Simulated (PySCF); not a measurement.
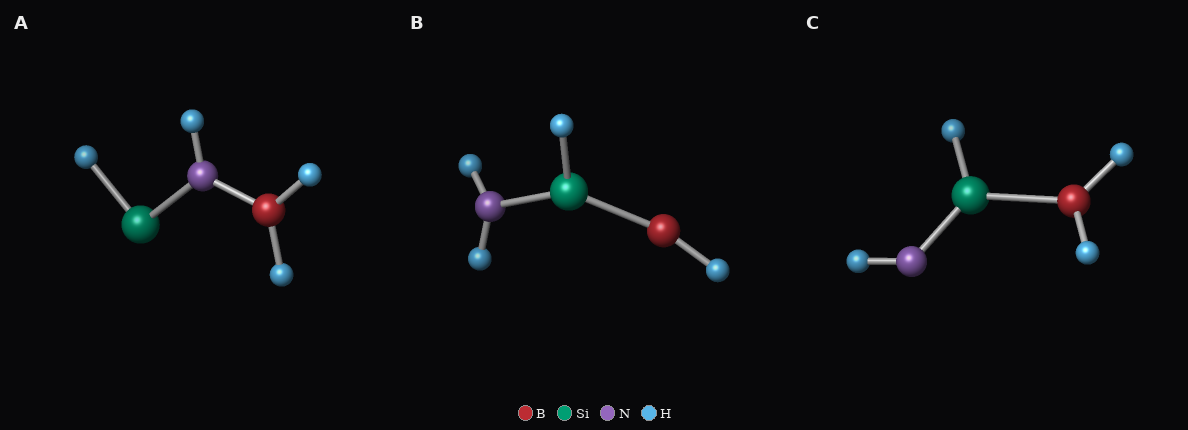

3 stationary structures of one formula. Geometries: PBE0-D4/def2-TZVP. Electronic energies: RHF-CCSD(T) (frozen core)/def2-TZVPP (PySCF 2.14.0), without zero-point energy. No frequency run is at hand to confirm each as a minimum. Each is one conformer, not always the lowest.

Question: Which is lowest in energy, and by how much?

Answer: A is lowest (Cs); C lies 45.3 kcal/mol above it (Cs), B lies 58.3 kcal/mol above it (C1).
